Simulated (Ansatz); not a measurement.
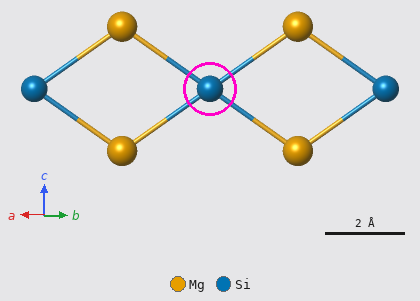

Perfect Mg₂Si. A ball-and-stick model of the atoms within 4.6 Å of one point, in a slice 3.4 Å thick across the line of sight, seen along [110].

These are results of Ansatz, DFT, PBEsol, PAW, plane waves, not measurements. Set-up: plane-wave cutoff 420 eV; k-point mesh 1 × 1 × 1; mesh shifted by (0.25, 0.25, 0.25); collinear spin. Fermi-Dirac smearing of 0.01 eV. The axes drawn are those of the host's conventional cell.

A silicon atom is replaced by sulfur at the ringed place, in charge state 0. The supercell has 96 sites, and the atoms are relaxed at the host's cell.

Q: How do the neighbours respond?

A: In the host the Si atom has 8 Mg at 2.74 Å; the S atom ends with 8 Mg at 2.82 to 2.86 Å. Of the host's atoms, a magnesium atom moves furthest from its site, by 0.11 Å. The cell ends without a net magnetic moment.

The relaxed defect, seen from the same direction:

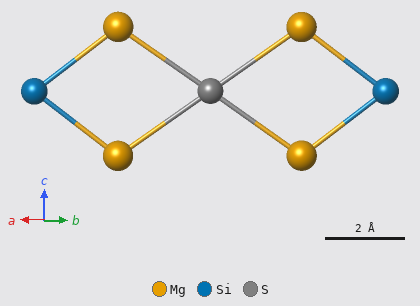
